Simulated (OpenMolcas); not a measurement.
# CaF (SMILES [F][Ca]): UHF/def2-SVP

What is the energy change on altering one bond length of CaF at UHF/def2-SVP? 

The results are computed with OpenMolcas 26.06.

## 1. The molecule

CaF has 2 atoms, charge 0, and is taken as a doublet. As SMILES, `[F][Ca]`. Geometry: relaxed at PBE0-D4/def2-TZVP.

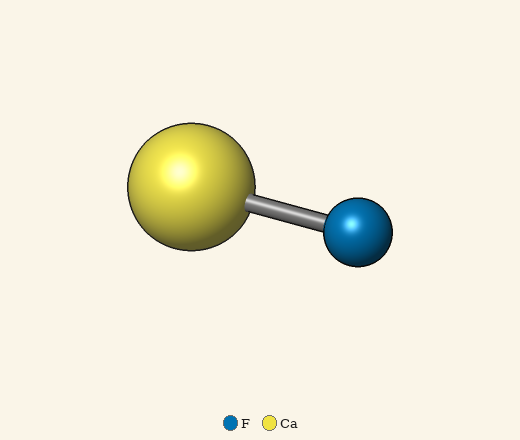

The structure, seen from a chosen angle (fluorine blue, calcium yellow).

## 2. A single-point energy at UHF/def2-SVP

job.inp reads:

```
&GATEWAY
 BASLIB=$CurrDir
 COORD
 2
 angstrom
 F        0.000000       0.000000      -0.048360
 Ca       0.000000       0.000000       1.901310
 BASIS=def2-SVP
 GROUP=NoSym

&SEWARD

&SCF
 UHF
 SPIN=2
 PRORBITALS=0
```

The basis set def2-SVP is read from a file made from the Basis Set Exchange's data (not shown).

On the command line:

```
$ export MOLCAS_MEM=1860
$ pymolcas job.inp > job.log
```

The program printed:

```text
--- Start Module: gateway ---
[...]
--- Stop Module: gateway /rc=_RC_ALL_IS_WELL_ ---
[...]
--- Start Module: seward ---
[...]
      Basis functions           38
--- Stop Module: seward /rc=_RC_ALL_IS_WELL_ ---
[...]
--- Start Module: scf ---
[...]
       Convergence after  12 Iterations
[...]
::    Total SCF energy                               -776.0942054576
[...]
      Total spin, S                                     0.5001556597
[...]
      Total electronic charge=   29.000000
      Total            charge=   -0.000000
[...]
      Dipole Moment (debye):
      Origin of the operator (angstrom)=    0.0000    0.0000    1.2731
                   X= -1.7796E-15               Y= -1.0028E-15               Z=  3.6050E+00           Total=  3.6050E+00
      Quadrupole Moment (debye*angstrom):
[...]
--- Stop Module: scf /rc=_RC_ALL_IS_WELL_ ---
[...]
```

It took 5.1 s on 1 thread of Arm Neoverse N1, shared host; peak memory 0.37 GiB.

## 3. The distorted shape

job.inp reads:

```
&GATEWAY
  BasLib
  $CurrDir
  Coord
  2
  angstrom
  F        0.000000       0.000000      -0.535790
  Ca       0.000000       0.000000       1.901310
  Basis
  def2-SVP
  Group
  NoSym

&SEWARD

&SCF
  UHF
  Spin
  2
  PrOrbitals
  0
```

The basis set def2-SVP is read from a file made from the Basis Set Exchange's data (not shown).

On the command line:

```
$ export MOLCAS_MEM=1860
$ pymolcas job.inp > job.log
```

The program printed:

```text
--- Start Module: gateway ---
[...]
--- Stop Module: gateway /rc=_RC_ALL_IS_WELL_ ---
--- Start Module: seward ---
[...]
      Basis functions           38
--- Stop Module: seward /rc=_RC_ALL_IS_WELL_ ---
[...]
--- Start Module: scf ---
[...]
       Convergence after  12 Iterations
[...]
::    Total SCF energy                               -776.0573536945
[...]
      Total spin, S                                     0.5001539117
[...]
      Total electronic charge=   29.000000
      Total            charge=   -0.000000
[...]
      Dipole Moment (debye):
      Origin of the operator (angstrom)=    0.0000    0.0000    1.1160
                   X= -2.9128E-15               Y=  9.0512E-16               Z=  5.9439E+00           Total=  5.9439E+00
      Quadrupole Moment (debye*angstrom):
[...]
--- Stop Module: scf /rc=_RC_ALL_IS_WELL_ ---
[...]
```

Run time: 3.6 s. Hardware: 1 thread of Arm Neoverse N1, shared host; peak memory 0.37 GiB.

## 4. Outcome

Level: UHF/def2-SVP.

```
                                                          quantity          value
                                         first shape: total energy  -776.09421 Eh
                                        first shape: dipole moment         3.60 D
                   first shape: HOMO energy (highest over α and β)       -5.64 eV
                    first shape: LUMO energy (lowest over α and β)        0.16 eV
                                                 first shape: ⟨S²⟩          0.750
                                     distorted shape: total energy  -776.05735 Eh
                                    distorted shape: dipole moment         5.94 D
               distorted shape: HOMO energy (highest over α and β)       -6.29 eV
                distorted shape: LUMO energy (lowest over α and β)       -0.16 eV
                                             distorted shape: ⟨S²⟩          0.750
energy change with the F1–Ca2 bond stretched from 1.950 to 2.437 Å       1.003 eV
```

In words: With the F1–Ca2 bond stretched from 1.950 to 2.437 Å the energy rises by 1.00 eV (23 kcal/mol). The first shape isn't relaxed at this level, so the change isn't measured from a minimum.
